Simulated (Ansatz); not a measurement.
## Nudged elastic band of C₂H₇InO (part 1 of 2)

The run: nudged elastic band of C₂H₇InO. Method and program: UHF/def2-SVP (Ansatz 0.2.0).

The run did not end well. It belongs to a series of runs on one base structure; here: band between the two ends.

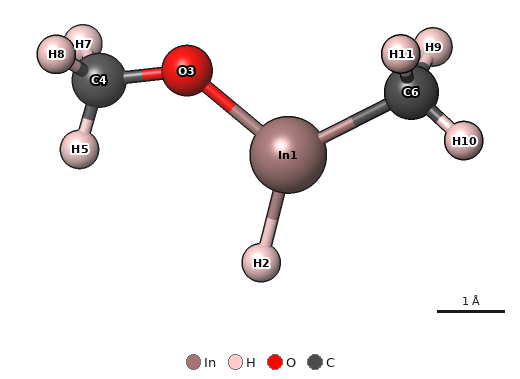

*The input geometry (ball-and-stick view, seen at a tilt; atoms are numbered from 1 in the order of the input). Sticks mark near contacts.*

Bond lengths as drawn: C–H 1.09 to 1.10 Å, C–In 2.17 Å, C–O 1.38 Å, H–In 1.73 Å and In–O 1.99 Å.

Input file:
```yaml
crystal:
  periodic: [false, false, false]
  atoms:
    - { symbol: In, position_ang: [-0.129704, -0.851417, -0.391272] }
    - { symbol: H, position_ang: [0.614428, -1.519022, -1.808919] }
    - { symbol: O, position_ang: [0.435759, 1.009921, 0.04024] }
    - { symbol: C, position_ang: [1.329524, 1.875017, -0.551414] }
    - { symbol: H, position_ang: [1.724603, 1.509895, -1.510612] }
    - { symbol: C, position_ang: [-1.570493, -1.639857, 1.025959] }
    - { symbol: H, position_ang: [2.193476, 2.063526, 0.097458] }
    - { symbol: H, position_ang: [0.861635, 2.846838, -0.750039] }
    - { symbol: H, position_ang: [-1.089363, -1.789621, 1.994308] }
    - { symbol: H, position_ang: [-1.993456, -2.588542, 0.694851] }
    - { symbol: H, position_ang: [-2.376409, -0.91674, 1.15954] }
magnetization:
  spin_polarized: true
basis:
  gaussian: { orbitals: def2-SVP }
hamiltonian:
  xc: hf
neb:
  order_check: false
  images: 7
  f_tol: 0.05
  max_iterations: 60
  final_atoms:
    - { symbol: In, position_ang: [-1.1536073, -1.61211947, -0.80483404] }
    - { symbol: H, position_ang: [2.52260801, 0.32817436, -2.94654891] }
    - { symbol: O, position_ang: [0.57972913, 0.51829069, 0.14583186] }
    - { symbol: C, position_ang: [0.81297812, 1.67510869, 0.07536785] }
    - { symbol: H, position_ang: [3.06495428, 0.80511872, -3.13841076] }
    - { symbol: C, position_ang: [-1.83315905, -1.56081515, 1.36166492] }
    - { symbol: H, position_ang: [1.68494431, 2.12200676, 0.57454767] }
    - { symbol: H, position_ang: [0.17482151, 2.36841477, -0.49212672] }
    - { symbol: H, position_ang: [-0.98572515, -1.68290971, 2.04512599] }
    - { symbol: H, position_ang: [-2.55517796, -2.35666855, 1.57651016] }
    - { symbol: H, position_ang: [-2.31236592, -0.6046031, 1.60297197] }
  initial_path:
    images:
      - { positions_ang: [[-0.129704, -0.851417, -0.391272], [0.614428, -1.519022, -1.808919], [0.435759, 1.009921, 0.04024], [1.329524, 1.875017, -0.551414], [1.724603, 1.509895, -1.510612], [-1.570493, -1.639857, 1.025959], [2.193476, 2.063526, 0.097458], [0.861635, 2.846838, -0.750039], [-1.089363, -1.789621, 1.994308], [-1.993456, -2.588542, 0.694851], [-2.376409, -0.91674, 1.15954]] }
      - { positions_ang: [[-0.25020502, -0.79311875, -0.56151459], [0.84003794, -1.2032744, -1.80957729], [0.22906501, 1.11466886, -0.16057966], [1.20378299, 1.74787322, -0.50704688], [1.68181541, 1.26441406, -1.43907152], [-1.49198786, -1.56323369, 1.03319886], [1.9068498, 1.76600166, 0.21968902], [1.0005737, 2.70473921, -0.69439135], [-0.92173911, -1.66141582, 1.93284122], [-1.90561438, -2.52868518, 0.77714302], [-2.29257848, -0.84797116, 1.20940917]] }
      - { positions_ang: [[-0.37070605, -0.73482049, -0.73175718], [1.06564787, -0.8875268, -1.81023558], [0.02237102, 1.21941671, -0.36139933], [1.07804198, 1.62072944, -0.46267976], [1.63902781, 1.01893312, -1.36753104], [-1.41348271, -1.48661039, 1.04043872], [1.62022361, 1.46847732, 0.34192004], [1.1395124, 2.56264042, -0.6387437], [-0.75411522, -1.53321064, 1.87137444], [-1.81777275, -2.46882837, 0.85943503], [-2.20874796, -0.77920232, 1.25927835]] }
      - { positions_ang: [[-0.49120707, -0.67652224, -0.90199976], [1.29125781, -0.57177921, -1.81089386], [-0.18432297, 1.32416457, -0.56221899], [0.95230097, 1.49358566, -0.41831264], [1.59624022, 0.77345219, -1.29599056], [-1.33497757, -1.40998708, 1.04767858], [1.33359741, 1.17095298, 0.46415105], [1.2784511, 2.42054164, -0.58309605], [-0.58649133, -1.40500546, 1.80990766], [-1.72993113, -2.40897155, 0.94172705], [-2.12491744, -0.71043348, 1.30914752]] }
      - { positions_ang: [[-0.6117081, -0.61822399, -1.07224235], [1.51686775, -0.25603161, -1.81155215], [-0.39101696, 1.42891243, -0.76303866], [0.82655996, 1.36644187, -0.37394552], [1.55345262, 0.52797125, -1.22445008], [-1.25647243, -1.33336378, 1.05491844], [1.04697122, 0.87342864, 0.58638207], [1.4173898, 2.27844285, -0.52744839], [-0.41886744, -1.27680028, 1.74844088], [-1.6420895, -2.34911474, 1.02401906], [-2.04108692, -0.64166464, 1.3590167]] }
      - { positions_ang: [[-0.7471829, -0.86669786, -1.00539027], [1.76830281, -0.10998012, -2.09530134], [-0.14833043, 1.20125699, -0.53582103], [0.8231645, 1.44360858, -0.26161717], [1.93132804, 0.59725812, -1.70294025], [-1.40064408, -1.39022662, 1.13160506], [1.20646449, 1.18557317, 0.58342347], [1.10674772, 2.30093583, -0.51861798], [-0.56058187, -1.37832764, 1.82261216], [-1.87036162, -2.35100319, 1.16214184], [-2.10890667, -0.63239926, 1.42000552]] }
      - { positions_ang: [[-0.8826577, -1.11517173, -0.9385382], [2.01973788, 0.03607137, -2.37905053], [0.09435609, 0.97360156, -0.3086034], [0.81976904, 1.52077528, -0.14928883], [2.30920345, 0.66654499, -2.18143042], [-1.54481574, -1.44708946, 1.20829168], [1.36595776, 1.4977177, 0.58046487], [0.79610565, 2.32342881, -0.50978756], [-0.70229629, -1.47985499, 1.89678344], [-2.09863373, -2.35289165, 1.30026461], [-2.17672642, -0.62313387, 1.48099434]] }
      - { positions_ang: [[-1.0181325, -1.3636456, -0.87168612], [2.27117295, 0.18212287, -2.66279972], [0.33704261, 0.74594612, -0.08138577], [0.81637358, 1.59794199, -0.03696049], [2.68707887, 0.73583185, -2.65992059], [-1.68898739, -1.50395231, 1.2849783], [1.52545103, 1.80986223, 0.57750627], [0.48546358, 2.34592179, -0.50095714], [-0.84401072, -1.58138235, 1.97095471], [-2.32690584, -2.3547801, 1.43838738], [-2.24454617, -0.61386849, 1.54198316]] }
      - { positions_ang: [[-1.1536073, -1.61211947, -0.80483404], [2.52260801, 0.32817436, -2.94654891], [0.57972913, 0.51829069, 0.14583186], [0.81297812, 1.67510869, 0.07536785], [3.06495428, 0.80511872, -3.13841076], [-1.83315905, -1.56081515, 1.36166492], [1.68494431, 2.12200676, 0.57454767], [0.17482151, 2.36841477, -0.49212672], [-0.98572515, -1.68290971, 2.04512599], [-2.55517796, -2.35666855, 1.57651016], [-2.31236592, -0.6046031, 1.60297197]] }
```

Launched with:
```bash
ansatz run input.yaml --threads 2 --pin off --max-ram 3072MiB --backend cpu --events-out ev --progress --plain --runs-dir out
```

Log:
```
Engine: ansatz 0.2.0, aarch64-unknown-linux-gnu
Functional definition: HF
  exchange = exact_x
  correlation = 0
1217 factors; integrals over basis functions are off by at most 3.0e-4 eV
mean field evaluation 1: about -9349.6054 eV, gradient 2.8e1 eV
mean field evaluation 2: about -9349.7234 eV, gradient 2.8e1 eV
mean field evaluation 4: about -9353.5393 eV, gradient 2.8e0 eV
mean field evaluation 8: about -9353.5984 eV, gradient 2.8e-4 eV
mean field -9353.59843776 eV, -343.7384024910 hartree, gradient 3.8e-5 eV, S^2 0.000000; 0 other end points of the search recorded, 0 dependent functions left out
the calculation of the forces begins
reference -9353.59843776 eV, -343.7384024910 hartree; 24, 24 occupied and 79, 79 virtual orbitals, 1217 factors
1215 factors; integrals over basis functions are off by at most 8.1e-4 eV
mean field evaluation 16: about -9352.4726 eV, gradient 1.3e0 eV
mean field evaluation 32: about -9352.4473 eV, gradient 4.0e-1 eV
mean field evaluation 64: about -9343.2796 eV, gradient 1.2e1 eV
mean field -9352.48608282 eV, -343.6975242010 hartree, gradient 1.0e-5 eV, S^2 0.000000; 0 other end points of the search recorded, 0 dependent functions left out
[... from here on the field's lines of each further geometry are left out, up to the last ...]
NEB iter   1: max|band force component| = 5.391e1 eV/Å  barrier→ = 11.2822 eV  barrier← = 10.1698 eV  Δτ_max = 0.2000 Å  (1006 SCF iters)
NEB iter   2: max|band force component| = 7.454e0 eV/Å  barrier→ = 3.0841 eV  barrier← = 1.9718 eV  Δτ_max = 0.2000 Å  (500 SCF iters)
NEB iter   3: max|band force component| = 5.803e0 eV/Å  barrier→ = 2.8893 eV  barrier← = 1.7769 eV  Δτ_max = 0.2000 Å  (468 SCF iters)
NEB iter   4: max|band force component| = 4.297e0 eV/Å  barrier→ = 2.6753 eV  barrier← = 1.5629 eV  Δτ_max = 0.1999 Å  (420 SCF iters)
NEB iter   5: max|band force component| = 1.255e0 eV/Å  barrier→ = 2.5242 eV  barrier← = 1.4119 eV  Δτ_max = 0.1843 Å  (439 SCF iters)
NEB iter   6: max|band force component| = 6.721e0 eV/Å  barrier→ = 2.5922 eV  barrier← = 1.4799 eV  Δτ_max = 0.2000 Å  (435 SCF iters)
NEB iter   7: max|band force component| = 5.284e0 eV/Å  barrier→ = 2.6513 eV  barrier← = 1.5390 eV  Δτ_max = 0.1978 Å  (407 SCF iters)
NEB iter   8: max|band force component| = 2.122e1 eV/Å  barrier→ = 3.2438 eV  barrier← = 2.1314 eV  Δτ_max = 0.1003 Å  (407 SCF iters)
NEB iter   9: max|band force component| = 6.711e0 eV/Å  barrier→ = 2.6487 eV  barrier← = 1.5364 eV  Δτ_max = 0.0995 Å  (435 SCF iters)
NEB iter  10: max|band force component| = 4.036e0 eV/Å  barrier→ = 2.6004 eV  barrier← = 1.4880 eV  Δτ_max = 0.0999 Å  (474 SCF iters)
NEB iter  11: max|band force component| = 5.271e0 eV/Å  barrier→ = 2.5028 eV  barrier← = 1.3904 eV  Δτ_max = 0.0995 Å  (509 SCF iters)
NEB iter  12: max|band force component| = 4.929e0 eV/Å  barrier→ = 2.4947 eV  barrier← = 1.3824 eV  Δτ_max = 0.1026 Å  (459 SCF iters)
NEB iter  13: max|band force component| = 7.756e0 eV/Å  barrier→ = 2.4601 eV  barrier← = 1.3477 eV  Δτ_max = 0.0511 Å  (373 SCF iters)
NEB iter  14: max|band force component| = 5.395e0 eV/Å  barrier→ = 2.4520 eV  barrier← = 1.3397 eV  Δτ_max = 0.0506 Å  (369 SCF iters)
NEB iter  15: max|band force component| = 3.525e-1 eV/Å  barrier→ = 2.4436 eV  barrier← = 1.3313 eV  CI = image 3  Δτ_max = 0.0997 Å  (384 SCF iters)
NEB iter  16: max|band force component| = 1.169e1 eV/Å  barrier→ = 2.4219 eV  barrier← = 1.3095 eV  CI = image 3  Δτ_max = 0.0510 Å  (362 SCF iters)
NEB iter  17: max|band force component| = 4.153e0 eV/Å  barrier→ = 2.4112 eV  barrier← = 1.2989 eV  CI = image 3  Δτ_max = 0.1011 Å  (371 SCF iters)
NEB iter  18: max|band force component| = 4.185e0 eV/Å  barrier→ = 2.3929 eV  barrier← = 1.2805 eV  CI = image 3  Δτ_max = 0.0505 Å  (368 SCF iters)
NEB iter  19: max|band force component| = 5.387e0 eV/Å  barrier→ = 2.3925 eV  barrier← = 1.2801 eV  CI = image 3  Δτ_max = 0.0506 Å  (442 SCF iters)
NEB iter  20: max|band force component| = 3.530e0 eV/Å  barrier→ = 2.4003 eV  barrier← = 1.2879 eV  CI = image 3  Δτ_max = 0.0501 Å  (402 SCF iters)
NEB iter  21: max|band force component| = 4.026e0 eV/Å  barrier→ = 2.4083 eV  barrier← = 1.2960 eV  CI = image 3  Δτ_max = 0.0251 Å  (377 SCF iters)
NEB iter  22: max|band force component| = 1.785e0 eV/Å  barrier→ = 2.4124 eV  barrier← = 1.3000 eV  CI = image 3  Δτ_max = 0.0501 Å  (372 SCF iters)
NEB iter  23: max|band force component| = 8.261e-1 eV/Å  barrier→ = 2.4204 eV  barrier← = 1.3081 eV  CI = image 3  Δτ_max = 0.1005 Å  (372 SCF iters)
NEB iter  24: max|band force component| = 1.424e1 eV/Å  barrier→ = 2.4363 eV  barrier← = 1.3240 eV  CI = image 3  Δτ_max = 0.0507 Å  (370 SCF iters)
NEB iter  25: max|band force component| = 5.844e0 eV/Å  barrier→ = 2.4449 eV  barrier← = 1.3326 eV  CI = image 3  Δτ_max = 0.1005 Å  (371 SCF iters)
NEB iter  26: max|band force component| = 2.133e0 eV/Å  barrier→ = 2.4593 eV  barrier← = 1.3470 eV  CI = image 3  Δτ_max = 0.1988 Å  (374 SCF iters)
NEB iter  27: max|band force component| = 1.061e0 eV/Å  barrier→ = 2.4940 eV  barrier← = 1.3816 eV  CI = image 3  Δτ_max = 0.1991 Å  (383 SCF iters)
NEB iter  28: max|band force component| = 1.009e1 eV/Å  barrier→ = 2.8763 eV  barrier← = 1.7640 eV  CI = image 6  Δτ_max = 0.2000 Å  (515 SCF iters)
NEB iter  29: max|band force component| = 8.983e0 eV/Å  barrier→ = 2.6096 eV  barrier← = 1.4973 eV  CI = image 5  Δτ_max = 0.2000 Å  (493 SCF iters)
NEB iter  30: max|band force component| = 4.844e0 eV/Å  barrier→ = 2.4381 eV  barrier← = 1.3257 eV  CI = image 3  Δτ_max = 0.2000 Å  (515 SCF iters)
NEB iter  31: max|band force component| = 4.619e0 eV/Å  barrier→ = 2.4744 eV  barrier← = 1.3621 eV  CI = image 3  Δτ_max = 0.2000 Å  (526 SCF iters)
NEB iter  32: max|band force component| = 7.032e0 eV/Å  barrier→ = 2.6839 eV  barrier← = 1.5715 eV  CI = image 5  Δτ_max = 0.2000 Å  (507 SCF iters)
NEB iter  33: max|band force component| = 5.974e0 eV/Å  barrier→ = 2.4663 eV  barrier← = 1.3539 eV  CI = image 3  Δτ_max = 0.2000 Å  (495 SCF iters)
NEB iter  34: max|band force component| = 1.931e1 eV/Å  barrier→ = 4.6132 eV  barrier← = 3.5008 eV  CI = image 6  Δτ_max = 0.1016 Å  (407 SCF iters)
NEB iter  35: max|band force component| = 1.455e1 eV/Å  barrier→ = 3.3665 eV  barrier← = 2.2542 eV  CI = image 6  Δτ_max = 0.1927 Å  (377 SCF iters)
NEB iter  36: max|band force component| = 8.197e0 eV/Å  barrier→ = 2.4392 eV  barrier← = 1.3268 eV  CI = image 3  Δτ_max = 0.1992 Å  (481 SCF iters)
NEB iter  37: max|band force component| = 1.055e1 eV/Å  barrier→ = 3.4788 eV  barrier← = 2.3665 eV  CI = image 5  Δτ_max = 0.2000 Å  (575 SCF iters)
NEB iter  38: max|band force component| = 7.131e0 eV/Å  barrier→ = 3.3864 eV  barrier← = 2.2741 eV  CI = image 6  Δτ_max = 0.1995 Å  (513 SCF iters)
NEB iter  39: max|band force component| = 9.905e0 eV/Å  barrier→ = 3.4286 eV  barrier← = 2.3163 eV  CI = image 6  Δτ_max = 0.1015 Å  (436 SCF iters)
NEB iter  40: max|band force component| = 6.613e0 eV/Å  barrier→ = 3.0174 eV  barrier← = 1.9050 eV  CI = image 6  Δτ_max = 0.0995 Å  (550 SCF iters)
NEB iter  41: max|band force component| = 5.889e0 eV/Å  barrier→ = 2.5516 eV  barrier← = 1.4393 eV  CI = image 6  Δτ_max = 0.1982 Å  (419 SCF iters)
NEB iter  42: max|band force component| = 1.921e1 eV/Å  barrier→ = 3.8465 eV  barrier← = 2.7341 eV  CI = image 5  Δτ_max = 0.1005 Å  (401 SCF iters)
NEB iter  43: max|band force component| = 9.439e0 eV/Å  barrier→ = 2.4404 eV  barrier← = 1.3281 eV  CI = image 5  Δτ_max = 0.1022 Å  (394 SCF iters)
NEB iter  44: max|band force component| = 8.420e0 eV/Å  barrier→ = 2.4102 eV  barrier← = 1.2979 eV  CI = image 3  Δτ_max = 0.2000 Å  (380 SCF iters)
NEB iter  45: max|band force component| = 4.526e0 eV/Å  barrier→ = 2.4094 eV  barrier← = 1.2971 eV  CI = image 3  Δτ_max = 0.2000 Å  (381 SCF iters)
NEB iter  46: max|band force component| = 7.154e0 eV/Å  barrier→ = 2.6791 eV  barrier← = 1.5667 eV  CI = image 7  Δτ_max = 0.1001 Å  (378 SCF iters)
NEB iter  47: max|band force component| = 7.015e0 eV/Å  barrier→ = 2.4216 eV  barrier← = 1.3092 eV  CI = image 7  Δτ_max = 0.0503 Å  (371 SCF iters)
NEB iter  48: max|band force component| = 6.244e0 eV/Å  barrier→ = 2.4111 eV  barrier← = 1.2987 eV  CI = image 3  Δτ_max = 0.0252 Å  (381 SCF iters)
NEB iter  49: max|band force component| = 4.976e0 eV/Å  barrier→ = 2.4092 eV  barrier← = 1.2968 eV  CI = image 3  Δτ_max = 0.0503 Å  (354 SCF iters)
NEB iter  50: max|band force component| = 2.505e0 eV/Å  barrier→ = 2.4086 eV  barrier← = 1.2962 eV  CI = image 3  Δτ_max = 0.0992 Å  (381 SCF iters)
NEB iter  51: max|band force component| = 5.476e0 eV/Å  barrier→ = 2.4085 eV  barrier← = 1.2961 eV  CI = image 3  Δτ_max = 0.0513 Å  (365 SCF iters)
NEB iter  52: max|band force component| = 2.626e0 eV/Å  barrier→ = 2.4082 eV  barrier← = 1.2959 eV  CI = image 3  Δτ_max = 0.0505 Å  (362 SCF iters)
NEB iter  53: max|band force component| = 2.841e0 eV/Å  barrier→ = 2.4078 eV  barrier← = 1.2955 eV  CI = image 3  Δτ_max = 0.0251 Å  (380 SCF iters)
NEB iter  54: max|band force component| = 1.249e0 eV/Å  barrier→ = 2.4076 eV  barrier← = 1.2952 eV  CI = image 3  Δτ_max = 0.0125 Å  (359 SCF iters)
NEB iter  55: max|band force component| = 8.287e-1 eV/Å  barrier→ = 2.4071 eV  barrier← = 1.2948 eV  CI = image 3  Δτ_max = 0.0063 Å  (329 SCF iters)
NEB iter  56: max|band force component| = 7.261e-1 eV/Å  barrier→ = 2.4069 eV  barrier← = 1.2946 eV  CI = image 3  Δτ_max = 0.0063 Å  (322 SCF iters)
NEB iter  57: max|band force component| = 5.282e-1 eV/Å  barrier→ = 2.4067 eV  barrier← = 1.2944 eV  CI = image 3  Δτ_max = 0.0062 Å  (320 SCF iters)
NEB iter  58: max|band force component| = 4.566e-1 eV/Å  barrier→ = 2.4066 eV  barrier← = 1.2942 eV  CI = image 3  Δτ_max = 0.0125 Å  (315 SCF iters)
NEB iter  59: max|band force component| = 3.466e-1 eV/Å  barrier→ = 2.4062 eV  barrier← = 1.2939 eV  CI = image 3  Δτ_max = 0.0063 Å  (327 SCF iters)
the calculation of the forces begins
reference -9352.46963829 eV, -343.6969198757 hartree; 24, 24 occupied and 79, 79 virtual orbitals, 1216 factors
these checks for a lower state are left out or cut short: starts, cluster_reference, orbital_swaps, neighbouring_geometries, increment
1217 factors; integrals over basis functions are off by at most 4.7e-4 eV
mean field -9352.48177489 eV, -343.6973658872 hartree, gradient 7.7e-6 eV, S^2 0.000000; 0 other end points of the search recorded, 0 dependent functions left out
the calculation of the forces begins
reference -9352.48177489 eV, -343.6973658872 hartree; 24, 24 occupied and 79, 79 virtual orbitals, 1217 factors
NEB iter  60: max|band force component| = 5.235e-1 eV/Å  barrier→ = 2.4064 eV  barrier← = 1.2940 eV  CI = image 3  Δτ_max = 0.0031 Å  (308 SCF iters)
```
